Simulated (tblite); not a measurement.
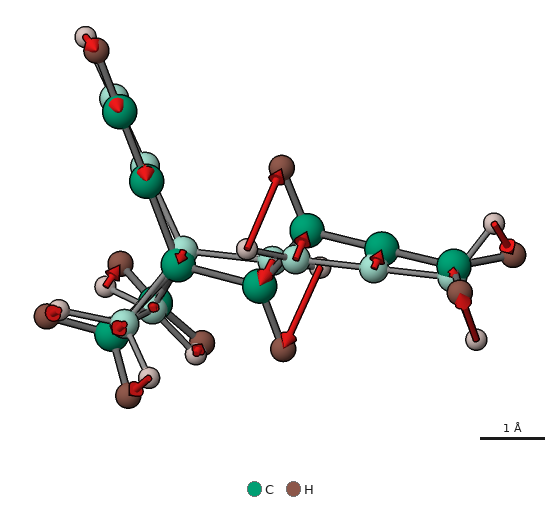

A relaxation of C9H9 (multiplicity 2). The starting structure is drawn faded, the final one solid; red arrows show the displacements, at their true length. The two geometries are superimposed by the best rigid fit.

The picture is a ball-and-stick view, seen at a tilt.

These are results of GFN2-xTB geometry optimisation, gas phase (tblite 0.8.0), not measurements. 

Which element moves most?

Answer. Hydrogen: up to 1.67 Å, against 0.59 Å for carbon.

What happened in the run?

Answer. Over 133 geometry steps the energy falls by 8.20 kcal/mol. The largest moves after the best rigid fit, 1.67 Å, are those of H atoms. Largest moves by element: H 1.67 Å, C 0.59 Å. Some distances before and after: C–C 1.445 → 1.387 Å, C–C 1.298 → 1.338 Å, C–C 1.463 → 1.433 Å, C–H 1.073 → 1.049 Å. Among the angles between lasting bonds that change: C–C–C 119.8° → 123.9°, H–C–H 119.1° → 115.1°, C–C–C 120.7° → 124.7°. Groups turn about C–C by about 80°.
